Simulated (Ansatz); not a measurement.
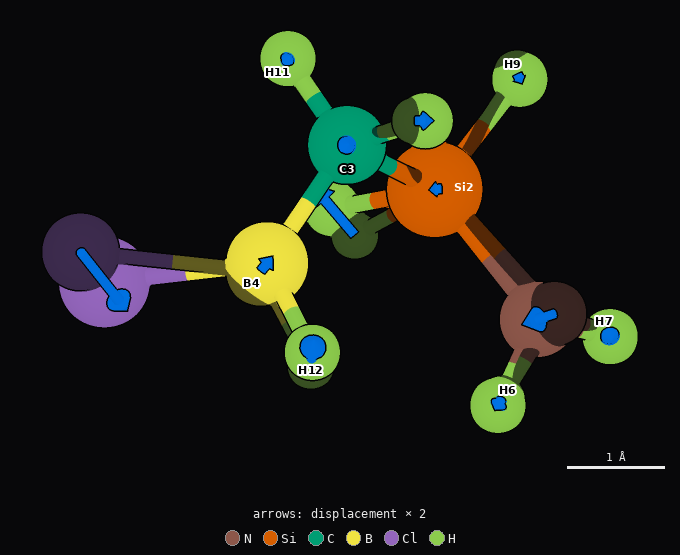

A relaxation of CH$_{7}$BClNSi (coarse preliminary run). The starting structure is drawn faded, the final one solid; blue arrows show the displacements, 2 times their true length. The two geometries are superimposed by the best rigid fit.

Style: ball-and-stick. Shown at a tilt.

The start comes from a force field.

Level of theory: Ansatz, RKS PBE-D4/def2-SVP. Settings: force threshold 0.03 eV/Å; at most 200 steps.

> Atoms of which element are displaced furthest, and by how much?

Chlorine: up to 0.61 Å, against 0.40 Å for hydrogen.

> Describe the change and its energy.

The Cl atom moves most after the best rigid fit: 0.61 Å. By element the largest moves are Cl 0.61 Å, H 0.40 Å, N 0.23 Å, B 0.11 Å, C 0.10 Å, Si 0.07 Å. Among the contacts that change: B–Cl 1.877 → 1.771 Å, B–C 1.647 → 1.541 Å, B–H 1.141 → 1.217 Å, H–N 1.092 → 1.024 Å. Among the angles between lasting bonds that change: Si–N–H 104.8° → 117.5°, Si–N–H 107.1° → 118.7°, H–N–H 101.4° → 109.5°. Groups turn about B–C by about 25°. Over 12 accepted moves (14 points after the start) the energy falls by 0.640 eV. The largest force component goes from 3.5 to 0.015 eV/Å. The line search rejected the trial steps at points 5, 10 of the run.
